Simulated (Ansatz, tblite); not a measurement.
**The cluster Hg4O5: rung by rung**

How do method and basis change the picture of the cluster Hg4O5 (singlet)?

Method: as each input shows; program: Ansatz 0.2.0, Gaussian basis.

The runs, in order: GFN1-xTB, GFN2-xTB, PBE-D4/def2-TZVP, r2SCAN-D4/def2-TZVP, ωB97X-V/def2-TZVP, B97M-V/def2-TZVP, r2SCANh-D4/def2-TZVP, PBE-D4/def2-SVP, PBE0-D4/def2-SVP, MP2/def2-TZVP, RPA/def2-TZVP.

3 further runs of the same task are left out: 3 set aside as unsound or not needed.

### 1 The geometry

The geometry is that of the singlet, from an earlier relaxation (B3LYP-D4/def2-SVP). At that level it is the lowest of the isomers that a small search found.

9 atoms, charge 0, spin multiplicity 1.

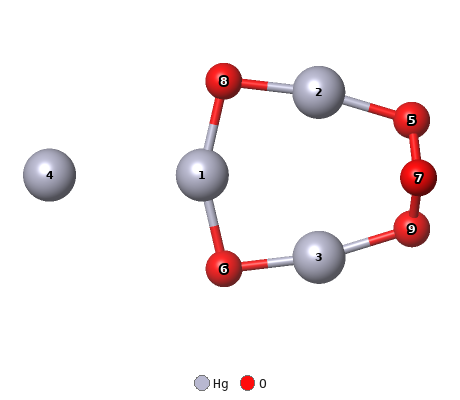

The geometry (mercury light grey, oxygen red); atoms are numbered from 1 in the order of the file.

Hg takes a core potential in the def2 sets. No spin-orbit coupling is included.

PBE0-D4/def2-TZVP was run before; its log isn't repeated, and its numbers join the tables.

### 2 GFN1-xTB

Tight binding, by tblite at 300 K electronic temperature and without a spin-polarisation term:

```python
tblite.interface.Calculator('GFN1-xTB', numbers, positions, charge=0, uhf=0).singlepoint()
```

Energy -724.8860 eV, HOMO -12.03 eV, LUMO -10.67 eV; 0.009 s.

### 3 GFN2-xTB

Tight binding, by tblite at 300 K electronic temperature and without a spin-polarisation term:

```python
tblite.interface.Calculator('GFN2-xTB', numbers, positions, charge=0, uhf=0).singlepoint()
```

Energy -632.7576 eV, HOMO -11.89 eV, LUMO -10.43 eV; 0.007 s.

### 4 PBE-D4/def2-TZVP

start.molden holds the orbitals of an earlier run on this state, given as this run's starting guess.

Input file in.yaml:

```yaml
crystal:
  periodic: [false, false, false]
  atoms:
    - {symbol: Hg, position_ang: [1.705117, 0.499637, -0.231211]}
    - {symbol: Hg, position_ang: [-0.720142, 0.743445, 1.578023]}
    - {symbol: Hg, position_ang: [-0.507696, -1.300345, -1.274796]}
    - {symbol: Hg, position_ang: [4.723366, 1.564607, -0.756666]}
    - {symbol: O, position_ang: [-2.519103, -0.248471, 1.414664]}
    - {symbol: O, position_ang: [1.396229, -0.809126, -1.780574]}
    - {symbol: O, position_ang: [-2.851920, -0.373365, 0.052475]}
    - {symbol: O, position_ang: [1.152732, 1.517627, 1.461348]}
    - {symbol: O, position_ang: [-2.378594, -1.594018, -0.463253]}
basis:
  gaussian: {orbitals: def2-TZVP, initial_orbitals: start.molden}
hamiltonian: {xc: pbe, dispersion: d4}
scf: {omitted_lower_state_checks: [starts]}
output: {forces: true, orbitals: {seedname: orbitals}}
```

The run is started by

```sh
$ ansatz run in.yaml --threads 4 --pin off --events-out ev --progress --plain --max-ram 4787MiB
```

What it wrote (excerpt; [...] marks lines left out):

```text
Functional definition: PBE
  name "PBE"
  cite "Perdew, Burke & Ernzerhof, Phys. Rev. Lett. 77, 3865 (1996) doi:10.1103/PhysRevLett.77.3865"
  parent pbe
[...]
2315 factors; their error is unknown
[...]
mean field -26934.63542982 eV, -989.8295950944 hartree, gradient 1.5e-5 eV, S^2 0.000000; 0 other end points of the search recorded, 0 dependent functions left out
[...]
reference -26934.63550256 eV, -989.8295977676 hartree; 60, 60 occupied and 267, 267 virtual orbitals, 2315 factors
Total energy: -26935.06172385 eV, -989.8452611108 hartree
Atom 0 at     1.705117     0.499637    -0.231211 Å, force    -0.193216    -0.072426     0.023309 eV/Å
Atom 1 at    -0.720142     0.743445     1.578023 Å, force     0.183390    -0.059051    -0.158344 eV/Å
Atom 2 at    -0.507696    -1.300345    -1.274796 Å, force     0.180178     0.146841     0.127210 eV/Å
Atom 3 at     4.723366     1.564607    -0.756666 Å, force    -0.121507    -0.043208     0.021243 eV/Å
Atom 4 at    -2.519103    -0.248471     1.414664 Å, force    -0.116738     0.060839     0.413254 eV/Å
Atom 5 at     1.396229    -0.809126    -1.780574 Å, force     0.188192    -0.054642    -0.207653 eV/Å
Atom 6 at    -2.851920    -0.373365     0.052475 Å, force    -0.205897     0.214067    -0.160438 eV/Å
Atom 7 at     1.152732     1.517627     1.461348 Å, force     0.164616     0.194478     0.143566 eV/Å
Atom 8 at    -2.378594    -1.594018    -0.463253 Å, force    -0.079018    -0.386896    -0.202147 eV/Å
Dipole moment:     0.547766     0.191066    -0.095123 e Å
Checks for a lower state left out: starts
```

It took 9.5 s on 4 threads of Arm Neoverse V2, shared host; peak memory 0.64 GiB.

From the report: HOMO -6.00 eV, LUMO -3.76 eV.

### 5 r2SCAN-D4/def2-TZVP

Edit in.yaml of step 4 so:

```diff
@@ -14,4 +14,4 @@
   gaussian: {orbitals: def2-TZVP, initial_orbitals: start.molden}
-hamiltonian: {xc: pbe, dispersion: d4}
+hamiltonian: {xc: r2scan, dispersion: d4}
 scf: {omitted_lower_state_checks: [starts]}
-output: {forces: true, orbitals: {seedname: orbitals}}
+output: {orbitals: {seedname: orbitals}}
```

Same command.

What it wrote:

```text
Functional definition: r2SCAN
  name "r2SCAN"
  cite "Furness, Kaplan, Ning, Perdew & Sun, J. Phys. Chem. Lett. 11, 8208 (2020) doi:10.1021/acs.jpclett.0c02405"
  cite "Furness, Kaplan, Ning, Perdew & Sun, J. Phys. Chem. Lett. 11, 9248 (2020) doi:10.1021/acs.jpclett.0c03077"
  parent r2scan
  parameter k0 = 0.174
  parameter k1 = 0.065
  parameter a1 = 4.9479
  exchange = r2scan_x(k0 = k0, k1 = k1, a1 = a1)
  correlation = r2scan_c
these checks for a lower state are left out or cut short: starts
2315 factors; their error is unknown
mean field evaluation 1: about -26942.7651 eV, gradient 9.6e0 eV
mean field evaluation 2: about -26942.9570 eV, gradient 2.6e-1 eV
mean field evaluation 4: about -26942.9249 eV, gradient 2.1e-3 eV
mean field -26942.92487613 eV, -990.1342266273 hartree, gradient 2.6e-5 eV, S^2 0.000000; 0 other end points of the search recorded, 0 dependent functions left out
reference -26942.92490095 eV, -990.1342275395 hartree; 60, 60 occupied and 267, 267 virtual orbitals, 2315 factors
Total energy: -26943.02809969 eV, -990.1380200232 hartree
Checks for a lower state left out: starts
```

It took 16 s on 4 threads of Arm Neoverse V2, shared host; peak memory 0.71 GiB.

HOMO -6.18 eV, LUMO -3.67 eV.

### 6 ωB97X-V/def2-TZVP

Edit in.yaml of step 5 so:

```diff
@@ -14,3 +14,3 @@
   gaussian: {orbitals: def2-TZVP, initial_orbitals: start.molden}
-hamiltonian: {xc: r2scan, dispersion: d4}
+hamiltonian: {xc: {name: wB97X-V}}
 scf: {omitted_lower_state_checks: [starts]}
```

The command is unchanged.

What it wrote (excerpt; [...] marks lines left out):

```text
Functional definition: wB97X-V
  name "wB97X-V"
  cite "Mardirossian & Head-Gordon, Phys. Chem. Chem. Phys. 16, 9904 (2014) doi:10.1039/C3CP54374A"
  cite "Becke, J. Chem. Phys. 107, 8554 (1997) doi:10.1063/1.475007"
  cite "Vydrov & Van Voorhis, J. Chem. Phys. 133, 244103 (2010) doi:10.1063/1.3521275"
[...]
      + integral(e_c_pw_opposite_spin*poly(b97_u_opposite, cos0, cos1)) + vv10(b, c)
[...]
2387 factors; their error is unknown
455 factors; integrals over basis functions are off by at most 2.4e-5 eV
the host lacks memory for fits, so the integrals are decomposed
2514 factors; integrals over basis functions are off by at most 7.1e-4 eV
455 factors; integrals over basis functions are off by at most 2.4e-5 eV
[...]
mean field -26931.93767800 eV, -989.7304545433 hartree, gradient 5.9e-5 eV, S^2 0.000000; 0 other end points of the search recorded, 0 dependent functions left out
reference -26931.93767440 eV, -989.7304544111 hartree; 60, 60 occupied and 267, 267 virtual orbitals, 2514 factors
Total energy: -26931.93767440 eV, -989.7304544111 hartree
Checks for a lower state left out: starts
```

Run time: 39 s. Hardware: 4 threads of Arm Neoverse V2, shared host; peak memory 1.9 GiB.

From the report: HOMO -9.20 eV, LUMO -1.07 eV.

### 7 B97M-V/def2-TZVP

Edit in.yaml of step 6 so:

```diff
@@ -14,3 +14,3 @@
   gaussian: {orbitals: def2-TZVP, initial_orbitals: start.molden}
-hamiltonian: {xc: {name: wB97X-V}}
+hamiltonian: {xc: {name: B97M-V}}
 scf: {omitted_lower_state_checks: [starts]}
```

The command is unchanged.

What it wrote (excerpt; [...] marks lines left out):

```text
Functional definition: B97M-V
  name "B97M-V"
  cite "Mardirossian & Head-Gordon, J. Chem. Phys. 142, 074111 (2015) doi:10.1063/1.4907719"
  cite "Becke, J. Chem. Phys. 107, 8554 (1997) doi:10.1063/1.475007"
  cite "Vydrov & Van Voorhis, J. Chem. Phys. 133, 244103 (2010) doi:10.1063/1.3521275"
  # Of w^i u^j: cxij and so on, Table III.
[...]
  gx(w, u) = cx00 + cx01*u + cx02*u^2 + (cx10 + cx11*u)*w
  gss(w, u) = css00 + css02*u^2 + css10*w + (css32*w^3 + css42*w^4)*u^2
  gos(w, u) = cos00 + cos01*u + cos03*u^3 + cos10*w + cos32*w^3*u^2
[...]
      + integral(e_c_pw_mod_opposite_spin*gos(b97_w_opposite, b97_u_opposite)) + vv10(b, c)
[...]
2315 factors; their error is unknown
[...]
mean field -26935.99521261 eV, -989.8795661900 hartree, gradient 2.7e-5 eV, S^2 0.000000; 0 other end points of the search recorded, 0 dependent functions left out
reference -26935.99531911 eV, -989.8795701037 hartree; 60, 60 occupied and 267, 267 virtual orbitals, 2315 factors
Total energy: -26935.99531911 eV, -989.8795701037 hartree
Checks for a lower state left out: starts
```

It took 34 s on 4 threads of Arm Neoverse V2, shared host; peak memory 0.86 GiB.

HOMO -6.09 eV, LUMO -3.59 eV.

### 8 r2SCANh-D4/def2-TZVP

Edit in.yaml of step 7 so:

```diff
@@ -14,3 +14,3 @@
   gaussian: {orbitals: def2-TZVP, initial_orbitals: start.molden}
-hamiltonian: {xc: {name: B97M-V}}
+hamiltonian: {xc: {name: r2SCANh}, dispersion: d4}
 scf: {omitted_lower_state_checks: [starts]}
```

Launched as before.

What it wrote (excerpt; [...] marks lines left out):

```text
Functional definition: r2SCANh
  name "r2SCANh"
  cite "Bursch, Neugebauer, Ehlert & Grimme, J. Chem. Phys. 156, 134105 (2022) doi:10.1063/5.0086040"
  cite "Furness, Kaplan, Ning, Perdew & Sun, J. Phys. Chem. Lett. 11, 8208 (2020) doi:10.1021/acs.jpclett.0c02405"
  cite "Furness, Kaplan, Ning, Perdew & Sun, J. Phys. Chem. Lett. 11, 9248 (2020) doi:10.1021/acs.jpclett.0c03077"
  parent r2scan
[...]
2315 factors; their error is unknown
[...]
mean field -26939.06301771 eV, -989.9923059480 hartree, gradient 7.8e-6 eV, S^2 0.000000; 0 other end points of the search recorded, 0 dependent functions left out
reference -26939.06304047 eV, -989.9923067846 hartree; 60, 60 occupied and 267, 267 virtual orbitals, 2315 factors
Total energy: -26939.17844334 eV, -989.9965477619 hartree
Checks for a lower state left out: starts
```

Run time: 25 s. Hardware: 4 threads of Arm Neoverse V2, shared host; peak memory 1.5 GiB.

HOMO -6.60 eV, LUMO -3.38 eV.

### 9 PBE-D4/def2-SVP

Edit in.yaml of step 8 so:

```diff
@@ -13,4 +13,4 @@
 basis:
-  gaussian: {orbitals: def2-TZVP, initial_orbitals: start.molden}
-hamiltonian: {xc: {name: r2SCANh}, dispersion: d4}
+  gaussian: {orbitals: def2-SVP, initial_orbitals: start.molden}
+hamiltonian: {xc: pbe, dispersion: d4}
 scf: {omitted_lower_state_checks: [starts]}
```

The command is unchanged.

What it wrote:

```text
Functional definition: PBE
  name "PBE"
  cite "Perdew, Burke & Ernzerhof, Phys. Rev. Lett. 77, 3865 (1996) doi:10.1103/PhysRevLett.77.3865"
  parent pbe
  parameter kappa = 0.804
  parameter beta = 0.06672455060314922
  exchange = pbe_x(kappa = kappa, mu = beta*pi^2/3)
  correlation = pbe_c(beta = beta)
these checks for a lower state are left out or cut short: starts
1967 factors; their error is unknown
mean field evaluation 1: about -26920.1610 eV, gradient 1.9e1 eV
mean field evaluation 2: about -26921.0333 eV, gradient 8.3e-1 eV
mean field evaluation 4: about -26920.9425 eV, gradient 3.5e-1 eV
mean field evaluation 8: about -26920.9426 eV, gradient 1.9e-5 eV
mean field -26920.94256747 eV, -989.3263916841 hartree, gradient 1.9e-5 eV, S^2 0.000000; 0 other end points of the search recorded, 0 dependent functions left out
reference -26920.94261884 eV, -989.3263935722 hartree; 60, 60 occupied and 138, 138 virtual orbitals, 1967 factors
Total energy: -26921.36884013 eV, -989.3420569154 hartree
Checks for a lower state left out: starts
```

Wall time 4.3 s (4 threads of Arm Neoverse V2, shared host).

Report: HOMO -5.85 eV, LUMO -3.65 eV.

### 10 PBE0-D4/def2-SVP

Edit in.yaml of step 9 so:

```diff
@@ -14,3 +14,3 @@
   gaussian: {orbitals: def2-SVP, initial_orbitals: start.molden}
-hamiltonian: {xc: pbe, dispersion: d4}
+hamiltonian: {xc: pbe0, dispersion: d4}
 scf: {omitted_lower_state_checks: [starts]}
```

The command is unchanged.

What it wrote:

```text
Functional definition: PBE0
  name "PBE0"
  cite "Adamo & Barone, J. Chem. Phys. 110, 6158 (1999) doi:10.1063/1.478522"
  cite "Perdew, Burke & Ernzerhof, Phys. Rev. Lett. 77, 3865 (1996) doi:10.1103/PhysRevLett.77.3865"
  parent pbe
  parameter a = 0.25
  parameter kappa = 0.804
  parameter beta = 0.06672455060314922
  exchange = (1 - a)*pbe_x(kappa = kappa, mu = beta*pi^2/3) + a*exact_x
  correlation = pbe_c(beta = beta)
these checks for a lower state are left out or cut short: starts
1946 factors; integrals over basis functions are off by at most 4.7e-4 eV
mean field evaluation 1: about -26913.4596 eV, gradient 1.7e1 eV
mean field evaluation 2: about -26913.9513 eV, gradient 4.6e-1 eV
mean field evaluation 4: about -26914.5289 eV, gradient 3.2e-3 eV
mean field -26914.52894851 eV, -989.0906955350 hartree, gradient 4.0e-5 eV, S^2 0.000000; 0 other end points of the search recorded, 0 dependent functions left out
reference -26914.52898765 eV, -989.0906969732 hartree; 60, 60 occupied and 138, 138 virtual orbitals, 1946 factors
Total energy: -26914.90137569 eV, -989.1043819812 hartree
Checks for a lower state left out: starts
```

Run time: 7.5 s. Hardware: 4 threads of Arm Neoverse V2, shared host; peak memory 0.69 GiB.

From the report: HOMO -6.97 eV, LUMO -2.90 eV.

### 11 MP2/def2-TZVP

Edit in.yaml of step 10 so:

```diff
@@ -13,4 +13,4 @@
 basis:
-  gaussian: {orbitals: def2-SVP, initial_orbitals: start.molden}
-hamiltonian: {xc: pbe0, dispersion: d4}
+  gaussian: {orbitals: def2-TZVP, initial_orbitals: start.molden}
+correlation: {method: mp2}
 scf: {omitted_lower_state_checks: [starts]}
```

Launched as before.

What it wrote:

```text
Functional definition: HF
  name "HF"
  cite "Fock, Z. Phys. 61, 126 (1930) doi:10.1007/BF01340294"
  parent pbe
  exchange = exact_x
  correlation = 0
these checks for a lower state are left out or cut short: starts
2514 factors; integrals over basis functions are off by at most 7.1e-4 eV
mean field evaluation 1: about -26777.0503 eV, gradient 4.1e1 eV
mean field evaluation 2: about -26779.9968 eV, gradient 2.9e0 eV
mean field evaluation 4: about -26781.8266 eV, gradient 4.3e0 eV
mean field evaluation 8: about -26781.8755 eV, gradient 1.6e-3 eV
mean field -26781.87554754 eV, -984.2157729649 hartree, gradient 1.7e-6 eV, S^2 0.000000; 0 other end points of the search recorded, 0 dependent functions left out
5 core orbitals not correlated: weight in the atoms' cores, before any rotation towards them, 1.000 or more for the frozen orbitals, at most 0.000 for the correlated occupied ones
reference -26781.87554754 eV, -984.2157729649 hartree; 55, 55 occupied and 267, 267 virtual orbitals, 2514 factors
second order -83.29625363 eV of doubles, -0.00000000 eV of singles
Total energy: -26865.17180117 eV, -987.2768538257 hartree
Checks for a lower state left out: starts
```

It took 23 s on 4 threads of Arm Neoverse V2, shared host; peak memory 1.4 GiB.

From the report: Hartree-Fock HOMO -9.52 eV, LUMO 0.05 eV.

### 12 RPA/def2-TZVP

Edit in.yaml of step 11 so:

```diff
@@ -14,4 +14,4 @@
   gaussian: {orbitals: def2-TZVP, initial_orbitals: start.molden}
-correlation: {method: mp2}
+hamiltonian: {xc: pbe}
+correlation: {method: rpa}
 scf: {omitted_lower_state_checks: [starts]}
-output: {orbitals: {seedname: orbitals}}
```

The command is unchanged.

What it wrote (excerpt; [...] marks lines left out):

```text
Functional definition: PBE
  name "PBE"
  cite "Perdew, Burke & Ernzerhof, Phys. Rev. Lett. 77, 3865 (1996) doi:10.1103/PhysRevLett.77.3865"
  parent pbe
[...]
2514 factors; integrals over basis functions are off by at most 7.1e-4 eV
[...]
mean field -26934.63534966 eV, -989.8295921484 hartree, gradient 2.8e-6 eV, S^2 0.000000; 0 other end points of the search recorded, 0 dependent functions left out
5 core orbitals not correlated: weight in the atoms' cores, before any rotation towards them, 1.000 or more for the frozen orbitals, at most 0.000 for the correlated occupied ones
reference -26775.95683395 eV, -983.9982642522 hartree; 55, 55 occupied and 267, 267 virtual orbitals, 2514 factors
Total energy: -26888.80673785 eV, -988.1454217282 hartree
Checks for a lower state left out: starts
```

Run time: 34 s. Hardware: 4 threads of Arm Neoverse V2, shared host; peak memory 1.5 GiB.

### 13 Comparison

```
               level  functions  HOMO (eV)  LUMO (eV)  gap (eV)   time
     PBE-D4/def2-SVP        198      -5.85      -3.65      2.20  4.3 s
    PBE-D4/def2-TZVP        327      -6.00      -3.76      2.24  9.5 s
 r2SCAN-D4/def2-TZVP        327      -6.18      -3.67      2.51   16 s
    B97M-V/def2-TZVP        327      -6.09      -3.59      2.50   34 s
r2SCANh-D4/def2-TZVP        327      -6.60      -3.38      3.22   25 s
    PBE0-D4/def2-SVP        198      -6.97      -2.90      4.08  7.5 s
   PBE0-D4/def2-TZVP        327      -7.09      -2.97      4.12   21 s
   ωB97X-V/def2-TZVP        327      -9.20      -1.07      8.12   39 s
```

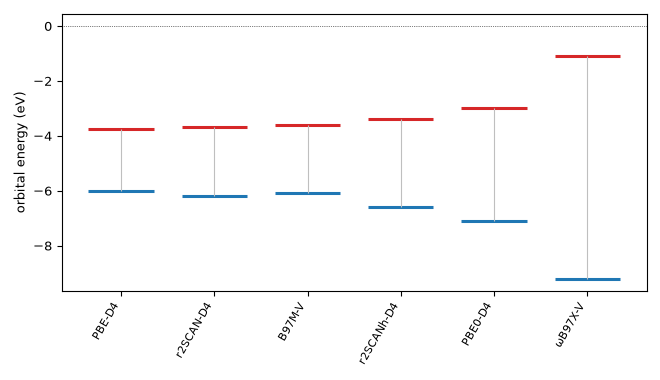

Highest filled (blue) and lowest empty (red) level in def2-TZVP.

The pieces so far (eV):

| basis | HF | MP2 correlation | total |
| --- | --- | --- | --- |
| def2-TZVP | -26781.8755 | -83.2963 | -26865.1718 (MP2) |

### 14 Binding energy

Free atoms were run apart at each level; binding is atoms less cluster, divided by the number of atoms, without zero-point or spin-orbit terms.

```
               level  binding an atom (eV)
        HF/def2-TZVP                -0.241
     PBE-D4/def2-SVP                 1.700
    PBE-D4/def2-TZVP                 1.725
 r2SCAN-D4/def2-TZVP                 1.540
    B97M-V/def2-TZVP                 1.472
r2SCANh-D4/def2-TZVP                 1.410
    PBE0-D4/def2-SVP                 1.328
   PBE0-D4/def2-TZVP                 1.382
   ωB97X-V/def2-TZVP                 1.447
       RPA/def2-TZVP                 1.169
       MP2/def2-TZVP                 1.453
```

### 15 Outcome

| quantity | value |
| --- | --- |
| gap in def2-TZVP, named functionals, smallest and largest | 2.24 eV (PBE-D4), 8.12 eV (ωB97X-V) |
| correlation energy, MP2/def2-TZVP | -83.30 eV |
| binding an atom, functionals in def2-TZVP | 1.38 (PBE0-D4) to 1.73 eV (PBE-D4) |
| PBE0 total energy, smallest basis above largest | 13.74 eV (def2-SVP, def2-TZVP) |

In words: Over the named functionals in def2-TZVP the gap runs from 2.24 eV (PBE-D4) to 8.12 eV (ωB97X-V); exact exchange widens it.

The slowest run with a step of its own, ωB97X-V/def2-TZVP, took 39 s; the quickest functional in def2-TZVP took 9.5 s (shared host).
